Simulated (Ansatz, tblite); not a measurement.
# Sn30H36 off sphere (Sn30H36): removing and adding an electron

What does removing or adding an electron cost or gain for Sn30H36 off sphere (Sn30H36)? Each charged state is run at several levels.

Program: Ansatz 0.2.0, Gaussian basis. Level of theory: as each input shows. These are calculated values, not measurements.

The runs, in order: charge +1 doublet, at the geometry of the singlet (PBE0-D4/def2-SVP, PBE-D4/def2-SVP, B97M-V/def2-SVP); charge -1 doublet, at the geometry of the singlet (PBE0-D4/def2-SVP, PBE-D4/def2-SVP, B97M-V/def2-SVP); the starting singlet's energies come from earlier runs.

2 further runs of the same task are left out: 1 for a known fault of the program, 1 set aside as unsound or not needed. Runs told in other sessions of the task aren't counted.

**1. The relaxed structure**

The singlet was relaxed beforehand with PBE-D4/def2-SVP.

66 atoms, charge 0, spin multiplicity 1.

Atoms are counted from 1 here; the program's logs count them from 0.

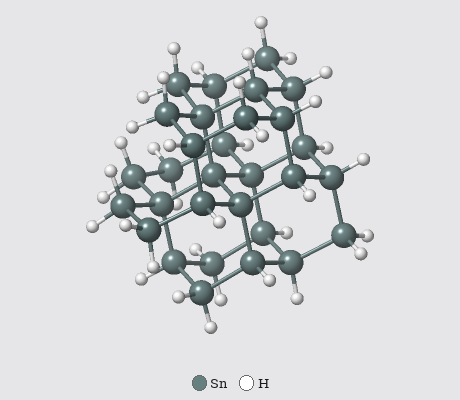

The geometry (tin teal, hydrogen white).

Sn takes a core potential in the def2 sets. No spin-orbit coupling is included.

**2. Charge +1 doublet at the fixed geometry, PBE0-D4/def2-SVP**

Input file in.yaml:

```yaml
crystal:
  periodic: [false, false, false]
  atoms:
    - {symbol: Sn, position_ang: [-5.037734, -1.588576, 2.167834]}
    - {symbol: Sn, position_ang: [-5.064438, 1.867650, -1.348094]}
    - {symbol: Sn, position_ang: [-1.757390, -4.799503, 2.010696]}
    - {symbol: Sn, position_ang: [1.470123, -4.761310, -1.238371]}
    - {symbol: Sn, position_ang: [-1.753647, 1.760718, -4.516241]}
    - {symbol: Sn, position_ang: [1.465988, -1.467698, -4.513792]}
    - {symbol: Sn, position_ang: [-1.792919, -1.475738, -1.218201]}
    - {symbol: Sn, position_ang: [-1.820017, 1.825484, 2.005599]}
    - {symbol: Sn, position_ang: [1.471008, -1.474977, 2.043038]}
    - {symbol: Sn, position_ang: [1.481287, 1.791332, -1.215910]}
    - {symbol: Sn, position_ang: [-1.866051, 5.066355, -1.347633]}
    - {symbol: Sn, position_ang: [1.599453, 5.041794, 2.158321]}
    - {symbol: Sn, position_ang: [4.758238, -1.477817, -1.235146]}
    - {symbol: Sn, position_ang: [4.801306, 1.745712, 2.018158]}
    - {symbol: Sn, position_ang: [-3.394906, -3.110372, 0.449088]}
    - {symbol: Sn, position_ang: [-3.404289, 0.165516, -2.867548]}
    - {symbol: Sn, position_ang: [-3.535613, 0.284358, 3.639312]}
    - {symbol: Sn, position_ang: [-3.434125, 3.435597, 0.334288]}
    - {symbol: Sn, position_ang: [-0.141052, -3.094998, -2.852351]}
    - {symbol: Sn, position_ang: [-0.145538, -6.426892, 0.367693]}
    - {symbol: Sn, position_ang: [-0.065040, -3.234501, 3.635137]}
    - {symbol: Sn, position_ang: [3.082989, -3.089939, 0.368385]}
    - {symbol: Sn, position_ang: [-0.143562, 0.147289, -6.175319]}
    - {symbol: Sn, position_ang: [-0.159145, 3.407249, -2.862139]}
    - {symbol: Sn, position_ang: [3.095454, 0.136209, -2.851527]}
    - {symbol: Sn, position_ang: [-0.164924, 0.165991, 0.416255]}
    - {symbol: Sn, position_ang: [-0.277327, 3.546439, 3.632285]}
    - {symbol: Sn, position_ang: [3.229437, 0.057659, 3.640605]}
    - {symbol: Sn, position_ang: [3.121601, 3.388161, 0.451161]}
    - {symbol: Sn, position_ang: [6.425871, 0.135293, 0.371863]}
    - {symbol: H, position_ang: [-5.871903, -2.660877, 3.255800]}
    - {symbol: H, position_ang: [-6.245100, -0.744919, 1.247691]}
    - {symbol: H, position_ang: [-5.951901, 2.907756, -2.424239]}
    - {symbol: H, position_ang: [-6.224234, 0.956095, -0.431834]}
    - {symbol: H, position_ang: [-2.771683, -5.796752, 3.022989]}
    - {symbol: H, position_ang: [2.498164, -5.727925, -2.266516]}
    - {symbol: H, position_ang: [-2.776318, 2.785026, -5.494392]}
    - {symbol: H, position_ang: [2.494573, -2.496480, -5.480165]}
    - {symbol: H, position_ang: [-2.905277, 5.948902, -2.428683]}
    - {symbol: H, position_ang: [-0.958710, 6.229521, -0.431324]}
    - {symbol: H, position_ang: [0.759285, 6.245428, 1.229938]}
    - {symbol: H, position_ang: [2.669334, 5.880745, 3.245069]}
    - {symbol: H, position_ang: [5.725338, -2.506267, -2.262545]}
    - {symbol: H, position_ang: [5.800416, 2.757659, 3.030917]}
    - {symbol: H, position_ang: [-4.409243, -4.105822, -0.565427]}
    - {symbol: H, position_ang: [-4.382367, -0.869403, -3.877874]}
    - {symbol: H, position_ang: [-4.607939, 1.358953, 4.489939]}
    - {symbol: H, position_ang: [-2.595245, -0.553333, 4.835752]}
    - {symbol: H, position_ang: [-4.438215, 4.440700, 1.348553]}
    - {symbol: H, position_ang: [-1.181371, -4.081276, -3.850466]}
    - {symbol: H, position_ang: [-1.136804, -7.447043, -0.631328]}
    - {symbol: H, position_ang: [0.846121, -7.470473, 1.342968]}
    - {symbol: H, position_ang: [1.028236, -4.271588, 4.505739]}
    - {symbol: H, position_ang: [-0.982177, -2.348658, 4.815481]}
    - {symbol: H, position_ang: [4.078640, -4.089196, 1.399351]}
    - {symbol: H, position_ang: [-1.134865, -0.840582, -7.207257]}
    - {symbol: H, position_ang: [0.848662, 1.136427, -7.205053]}
    - {symbol: H, position_ang: [0.876535, 4.386152, -3.871014]}
    - {symbol: H, position_ang: [4.084708, 1.174382, -3.849018]}
    - {symbol: H, position_ang: [0.558024, 2.609198, 4.832881]}
    - {symbol: H, position_ang: [-1.351127, 4.622607, 4.478828]}
    - {symbol: H, position_ang: [2.340902, 0.978143, 4.816274]}
    - {symbol: H, position_ang: [4.261222, -1.036379, 4.516499]}
    - {symbol: H, position_ang: [4.124011, 4.394243, -0.564944]}
    - {symbol: H, position_ang: [7.473091, -0.856897, 1.342558]}
    - {symbol: H, position_ang: [7.441381, 1.129648, -0.628895]}
basis:
  gaussian: {orbitals: def2-SVP, fitting: {mean_field: def2-universal-jkfit}}
total_charge: 1
magnetization: {spin_polarized: true, initial_magnetization: 1}
hamiltonian: {xc: pbe0, dispersion: d4}
scf: {omitted_lower_state_checks: [starts]}
output: {orbitals: {seedname: orbitals}}
```

On the command line:

```
ansatz run in.yaml --threads 11 --pin off --events-out ev --progress --plain --max-ram 174080MiB --backend cuda --devices 0, --max-vram 75GiB
```

Output:

```text
Functional definition: PBE0
  name "PBE0"
  cite "Adamo & Barone, J. Chem. Phys. 110, 6158 (1999) doi:10.1063/1.478522"
  cite "Perdew, Burke & Ernzerhof, Phys. Rev. Lett. 77, 3865 (1996) doi:10.1103/PhysRevLett.77.3865"
  parent pbe
  parameter a = 0.25
  parameter kappa = 0.804
  parameter beta = 0.06672455060314922
  exchange = (1 - a)*pbe_x(kappa = kappa, mu = beta*pi^2/3) + a*exact_x
  correlation = pbe_c(beta = beta)
these checks for a lower state are left out or cut short: starts
7188 factors; integrals over basis functions are off by at most 3.3e-1 eV
mean field evaluation 1: about -175545.2044 eV, gradient 1.9e1 eV
mean field evaluation 2: about -175546.4172 eV, gradient 1.3e1 eV
mean field evaluation 4: about -175547.4492 eV, gradient 3.5e0 eV
mean field evaluation 8: about -175547.5502 eV, gradient 4.3e-1 eV
mean field evaluation 16: about -175547.5650 eV, gradient 1.3e-1 eV
mean field evaluation 32: about -175547.5918 eV, gradient 9.6e-6 eV
mean field -175547.59180996 eV, -6451.2550085847 hartree, gradient 3.5e-6 eV, S^2 0.753047; 0 other end points of the search recorded, 0 dependent functions left out
reference -175547.59193179 eV, -6451.2550130619 hartree; 348, 347 occupied and 612, 613 virtual orbitals, 7188 factors
Total energy: -175552.93435567 eV, -6451.4513435183 hartree
Checks for a lower state left out: starts
```

Run time: 90 s. Hardware: 1 × H100 with 11 threads of AMD EPYC 7R13, shared host; peak host memory 2 GiB.

From the report: HOMO -8.69 eV, LUMO -8.01 eV (over both spins); ⟨S²⟩ 0.753 (pure: 0.75).

**3. Charge +1 doublet at the fixed geometry, PBE-D4/def2-SVP**

start.molden holds the orbitals of an earlier run on this state, given as this run's starting guess.

Changes to in.yaml since step 2:

```diff
@@ -70,6 +70,6 @@
 basis:
-  gaussian: {orbitals: def2-SVP, fitting: {mean_field: def2-universal-jkfit}}
+  gaussian: {orbitals: def2-SVP, fitting: {mean_field: def2-universal-jkfit}, initial_orbitals: start.molden}
 total_charge: 1
 magnetization: {spin_polarized: true, initial_magnetization: 1}
-hamiltonian: {xc: pbe0, dispersion: d4}
+hamiltonian: {xc: pbe, dispersion: d4}
 scf: {omitted_lower_state_checks: [starts]}
```

The command is unchanged.

Output:

```text
Functional definition: PBE
  name "PBE"
  cite "Perdew, Burke & Ernzerhof, Phys. Rev. Lett. 77, 3865 (1996) doi:10.1103/PhysRevLett.77.3865"
  parent pbe
  parameter kappa = 0.804
  parameter beta = 0.06672455060314922
  exchange = pbe_x(kappa = kappa, mu = beta*pi^2/3)
  correlation = pbe_c(beta = beta)
these checks for a lower state are left out or cut short: starts
7188 factors; integrals over basis functions are off by at most 3.3e-1 eV
mean field evaluation 1: about -175537.0148 eV, gradient 1.1e1 eV
mean field evaluation 2: about -175538.0158 eV, gradient 7.9e-1 eV
mean field evaluation 4: about -175538.0161 eV, gradient 7.9e-2 eV
mean field evaluation 8: about -175538.0174 eV, gradient 1.6e-3 eV
mean field evaluation 16: about -175538.0174 eV, gradient 5.9e-5 eV
mean field -175538.01742677 eV, -6450.9031564922 hartree, gradient 2.6e-6 eV, S^2 0.750554; 0 other end points of the search recorded, 0 dependent functions left out
reference -175538.01759010 eV, -6450.9031624945 hartree; 348, 347 occupied and 612, 613 virtual orbitals, 7188 factors
Total energy: -175543.70683514 eV, -6451.1122383934 hartree
Checks for a lower state left out: starts
```

It took 22 s on 1 × H100 with 11 threads of AMD EPYC 7R13, shared host; peak host memory 1.9 GiB.

From the report: HOMO -7.92 eV, LUMO -7.93 eV (over both spins; with the spin held, an empty level of the minority spin lies below the top filled one); ⟨S²⟩ 0.751 (pure: 0.75).

**4. Charge +1 doublet at the fixed geometry, B97M-V/def2-SVP**

Changes to in.yaml since step 3:

```diff
@@ -73,3 +73,3 @@
 magnetization: {spin_polarized: true, initial_magnetization: 1}
-hamiltonian: {xc: pbe, dispersion: d4}
+hamiltonian: {xc: {name: B97M-V}}
 scf: {omitted_lower_state_checks: [starts]}
```

Launched as before.

Output:

```text
Functional definition: B97M-V
  name "B97M-V"
  cite "Mardirossian & Head-Gordon, J. Chem. Phys. 142, 074111 (2015) doi:10.1063/1.4907719"
  cite "Becke, J. Chem. Phys. 107, 8554 (1997) doi:10.1063/1.475007"
  cite "Vydrov & Van Voorhis, J. Chem. Phys. 133, 244103 (2010) doi:10.1063/1.3521275"
  # Of w^i u^j: cxij and so on, Table III.
  parameter cx00 = 1.000
  parameter cx01 = 1.308
  parameter cx02 = 1.901
  parameter cx10 = 0.416
  parameter cx11 = 3.070
  parameter css00 = 1.000
  parameter css02 = -1.855
  parameter css10 = -5.668
  parameter css32 = -20.497
  parameter css42 = -20.364
  parameter cos00 = 1.000
  parameter cos01 = 1.573
  parameter cos03 = -6.298
  parameter cos10 = 2.535
  parameter cos32 = -6.427
  parameter b = 6.0
  parameter c = 0.01
  gx(w, u) = cx00 + cx01*u + cx02*u^2 + (cx10 + cx11*u)*w
  gss(w, u) = css00 + css02*u^2 + css10*w + (css32*w^3 + css42*w^4)*u^2
  gos(w, u) = cos00 + cos01*u + cos03*u^3 + cos10*w + cos32*w^3*u^2
  exchange = spin_sum(e_x_unif_s*gx(b97_w, b97_u_x))
  correlation = spin_sum(e_c_pw_mod_same_spin*gss(b97_w, b97_u_same))
      + integral(e_c_pw_mod_opposite_spin*gos(b97_w_opposite, b97_u_opposite)) + vv10(b, c)
these checks for a lower state are left out or cut short: starts
7188 factors; integrals over basis functions are off by at most 3.3e-1 eV
mean field evaluation 1: about -175540.2478 eV, gradient 1.8e1 eV
mean field evaluation 2: about -175541.5352 eV, gradient 9.7e-1 eV
mean field evaluation 4: about -175541.5649 eV, gradient 1.5e-1 eV
mean field evaluation 8: about -175541.5667 eV, gradient 1.6e-2 eV
mean field evaluation 16: about -175541.5728 eV, gradient 9.0e-2 eV
mean field evaluation 32: about -175541.5746 eV, gradient 5.4e-5 eV
mean field -175541.57456766 eV, -6451.0338790089 hartree, gradient 2.5e-6 eV, S^2 0.750987; 0 other end points of the search recorded, 0 dependent functions left out
reference -175541.57479472 eV, -6451.0338873530 hartree; 348, 347 occupied and 612, 613 virtual orbitals, 7188 factors
Total energy: -175541.57479472 eV, -6451.0338873530 hartree
Checks for a lower state left out: starts
```

It took 2.2 min on 1 × H100 with 11 threads of AMD EPYC 7R13, shared host; peak host memory 3.8 GiB.

Report: HOMO -8.18 eV, LUMO -8.19 eV (over both spins; with the spin held, an empty level of the minority spin lies below the top filled one); ⟨S²⟩ 0.751 (pure: 0.75).

**5. Vertical ionisation energy**

Charged state less starting state, singlet to doublet; the starting state's energies are those of its earlier runs.

```
           level  vertical ionisation energy (eV)     time
 PBE-D4/def2-SVP                            +6.88     33 s
 B97M-V/def2-SVP                            +7.10  2.5 min
PBE0-D4/def2-SVP                            +7.32  1.8 min
```

Times add the two runs; a level without a time comes out of a correlated run.

Beside −ε(HOMO) of the starting state:

```
           level  −ε(HOMO) (eV)  by difference (eV)  mismatch (eV)
 PBE-D4/def2-SVP           5.70                6.88          -1.18
 B97M-V/def2-SVP           5.99                7.10          -1.11
PBE0-D4/def2-SVP           6.50                7.32          -0.82
```

**6. Charge -1 doublet at the fixed geometry, PBE0-D4/def2-SVP**

Changes to in.yaml since step 4:

```diff
@@ -70,6 +70,6 @@
 basis:
-  gaussian: {orbitals: def2-SVP, fitting: {mean_field: def2-universal-jkfit}, initial_orbitals: start.molden}
-total_charge: 1
+  gaussian: {orbitals: def2-SVP, fitting: {mean_field: def2-universal-jkfit}}
+total_charge: -1
 magnetization: {spin_polarized: true, initial_magnetization: 1}
-hamiltonian: {xc: {name: B97M-V}}
+hamiltonian: {xc: pbe0, dispersion: d4}
 scf: {omitted_lower_state_checks: [starts]}
```

The command is unchanged.

Output:

```text
Functional definition: PBE0
  name "PBE0"
  cite "Adamo & Barone, J. Chem. Phys. 110, 6158 (1999) doi:10.1063/1.478522"
  cite "Perdew, Burke & Ernzerhof, Phys. Rev. Lett. 77, 3865 (1996) doi:10.1103/PhysRevLett.77.3865"
  parent pbe
  parameter a = 0.25
  parameter kappa = 0.804
  parameter beta = 0.06672455060314922
  exchange = (1 - a)*pbe_x(kappa = kappa, mu = beta*pi^2/3) + a*exact_x
  correlation = pbe_c(beta = beta)
these checks for a lower state are left out or cut short: starts
7188 factors; integrals over basis functions are off by at most 3.3e-1 eV
mean field evaluation 1: about -175550.7970 eV, gradient 3.0e1 eV
mean field evaluation 2: about -175532.5611 eV, gradient 5.8e1 eV
mean field evaluation 4: about -175556.3636 eV, gradient 4.6e0 eV
mean field evaluation 8: about -175556.5105 eV, gradient 1.1e0 eV
mean field evaluation 16: about -175556.5257 eV, gradient 2.5e-2 eV
mean field evaluation 32: about -175556.5257 eV, gradient 5.4e-5 eV
mean field -175556.52574917 eV, -6451.5833247948 hartree, gradient 1.1e-5 eV, S^2 0.752544; 0 other end points of the search recorded, 0 dependent functions left out
reference -175556.52586858 eV, -6451.5833291830 hartree; 349, 348 occupied and 611, 612 virtual orbitals, 7188 factors
Total energy: -175561.98764450 eV, -6451.7840457462 hartree
Checks for a lower state left out: starts
```

Wall time 35 s (1 × H100 with 11 threads of AMD EPYC 7R13, shared host); peak host memory 2 GiB.

HOMO -0.94 eV, LUMO -0.16 eV (over both spins); ⟨S²⟩ 0.753 (pure: 0.75).

**7. Charge -1 doublet at the fixed geometry, PBE-D4/def2-SVP**

Changes to in.yaml since step 6:

```diff
@@ -70,6 +70,6 @@
 basis:
-  gaussian: {orbitals: def2-SVP, fitting: {mean_field: def2-universal-jkfit}}
+  gaussian: {orbitals: def2-SVP, fitting: {mean_field: def2-universal-jkfit}, initial_orbitals: start.molden}
 total_charge: -1
 magnetization: {spin_polarized: true, initial_magnetization: 1}
-hamiltonian: {xc: pbe0, dispersion: d4}
+hamiltonian: {xc: pbe, dispersion: d4}
 scf: {omitted_lower_state_checks: [starts]}
```

Launched as before.

Output:

```text
Functional definition: PBE
  name "PBE"
  cite "Perdew, Burke & Ernzerhof, Phys. Rev. Lett. 77, 3865 (1996) doi:10.1103/PhysRevLett.77.3865"
  parent pbe
  parameter kappa = 0.804
  parameter beta = 0.06672455060314922
  exchange = pbe_x(kappa = kappa, mu = beta*pi^2/3)
  correlation = pbe_c(beta = beta)
these checks for a lower state are left out or cut short: starts
7188 factors; integrals over basis functions are off by at most 3.3e-1 eV
mean field evaluation 1: about -175545.8342 eV, gradient 1.1e1 eV
mean field evaluation 2: about -175546.8182 eV, gradient 1.0e0 eV
mean field evaluation 4: about -175546.8315 eV, gradient 1.8e-1 eV
mean field evaluation 8: about -175546.8332 eV, gradient 2.1e-5 eV
mean field -175546.83320875 eV, -6451.2271305043 hartree, gradient 1.3e-5 eV, S^2 0.750390; 0 other end points of the search recorded, 0 dependent functions left out
reference -175546.83336870 eV, -6451.2271363822 hartree; 349, 348 occupied and 611, 612 virtual orbitals, 7188 factors
Total energy: -175552.65182534 eV, -6451.4409607200 hartree
Checks for a lower state left out: starts
```

It took 15 s on 1 × H100 with 11 threads of AMD EPYC 7R13, shared host; peak host memory 1.9 GiB.

Report: HOMO -0.92 eV, LUMO -0.87 eV (over both spins); ⟨S²⟩ 0.750 (pure: 0.75).

**8. Charge -1 doublet at the fixed geometry, B97M-V/def2-SVP**

Changes to in.yaml since step 7:

```diff
@@ -73,3 +73,3 @@
 magnetization: {spin_polarized: true, initial_magnetization: 1}
-hamiltonian: {xc: pbe, dispersion: d4}
+hamiltonian: {xc: {name: B97M-V}}
 scf: {omitted_lower_state_checks: [starts]}
```

The command is unchanged.

Output:

```text
Functional definition: B97M-V
  name "B97M-V"
  cite "Mardirossian & Head-Gordon, J. Chem. Phys. 142, 074111 (2015) doi:10.1063/1.4907719"
  cite "Becke, J. Chem. Phys. 107, 8554 (1997) doi:10.1063/1.475007"
  cite "Vydrov & Van Voorhis, J. Chem. Phys. 133, 244103 (2010) doi:10.1063/1.3521275"
  # Of w^i u^j: cxij and so on, Table III.
  parameter cx00 = 1.000
  parameter cx01 = 1.308
  parameter cx02 = 1.901
  parameter cx10 = 0.416
  parameter cx11 = 3.070
  parameter css00 = 1.000
  parameter css02 = -1.855
  parameter css10 = -5.668
  parameter css32 = -20.497
  parameter css42 = -20.364
  parameter cos00 = 1.000
  parameter cos01 = 1.573
  parameter cos03 = -6.298
  parameter cos10 = 2.535
  parameter cos32 = -6.427
  parameter b = 6.0
  parameter c = 0.01
  gx(w, u) = cx00 + cx01*u + cx02*u^2 + (cx10 + cx11*u)*w
  gss(w, u) = css00 + css02*u^2 + css10*w + (css32*w^3 + css42*w^4)*u^2
  gos(w, u) = cos00 + cos01*u + cos03*u^3 + cos10*w + cos32*w^3*u^2
  exchange = spin_sum(e_x_unif_s*gx(b97_w, b97_u_x))
  correlation = spin_sum(e_c_pw_mod_same_spin*gss(b97_w, b97_u_same))
      + integral(e_c_pw_mod_opposite_spin*gos(b97_w_opposite, b97_u_opposite)) + vv10(b, c)
these checks for a lower state are left out or cut short: starts
7188 factors; integrals over basis functions are off by at most 3.3e-1 eV
mean field evaluation 1: about -175549.0865 eV, gradient 1.8e1 eV
mean field evaluation 2: about -175550.3834 eV, gradient 9.8e-1 eV
mean field evaluation 4: about -175550.4206 eV, gradient 1.5e-1 eV
mean field evaluation 8: about -175550.4230 eV, gradient 1.0e-3 eV
mean field evaluation 16: about -175550.4230 eV, gradient 6.8e-6 eV
mean field -175550.42298154 eV, -6451.3590522210 hartree, gradient 6.8e-6 eV, S^2 0.750621; 0 other end points of the search recorded, 0 dependent functions left out
reference -175550.42320757 eV, -6451.3590605277 hartree; 349, 348 occupied and 611, 612 virtual orbitals, 7188 factors
Total energy: -175550.42320757 eV, -6451.3590605277 hartree
Checks for a lower state left out: starts
```

Wall time 30 s (1 × H100 with 11 threads of AMD EPYC 7R13, shared host); peak host memory 3.8 GiB.

Report: HOMO -0.68 eV, LUMO -0.59 eV (over both spins); ⟨S²⟩ 0.751 (pure: 0.75).

**9. Vertical electron affinity**

Starting state less charged state (positive: the electron is bound), singlet to doublet; the starting state's energies are those of its earlier runs.

```
           level  vertical electron affinity (eV)  time
 PBE-D4/def2-SVP                            +2.07  26 s
 B97M-V/def2-SVP                            +1.75  44 s
PBE0-D4/def2-SVP                            +1.74  55 s
```

Times add the two runs; a level without a time comes out of a correlated run.

Beside −ε(LUMO) of the starting state:

```
           level  −ε(LUMO) (eV)  by difference (eV)  mismatch (eV)
 PBE-D4/def2-SVP           3.09                2.07          +1.02
 B97M-V/def2-SVP           2.83                1.75          +1.08
PBE0-D4/def2-SVP           2.41                1.74          +0.68
```

**10. Summary of results**

| quantity | value |
| --- | --- |
| vertical ionisation energy, functionals in def2-SVP | 6.88 (PBE-D4) to 7.32 eV (PBE0-D4) |
| vertical electron affinity, functionals in def2-SVP | 1.74 (PBE0-D4) to 2.07 eV (PBE-D4) |

In words: The vertical ionisation energy spans 6.88 to 7.32 eV over the functionals. −ε(HOMO) misses the level's own difference by -0.82 eV at best (PBE0-D4) and -1.18 eV at worst (PBE-D4). The vertical electron affinity spans 1.74 to 2.07 eV over the functionals. −ε(LUMO) misses the level's own difference by +0.68 eV at best (PBE0-D4) and +1.08 eV at worst (B97M-V).
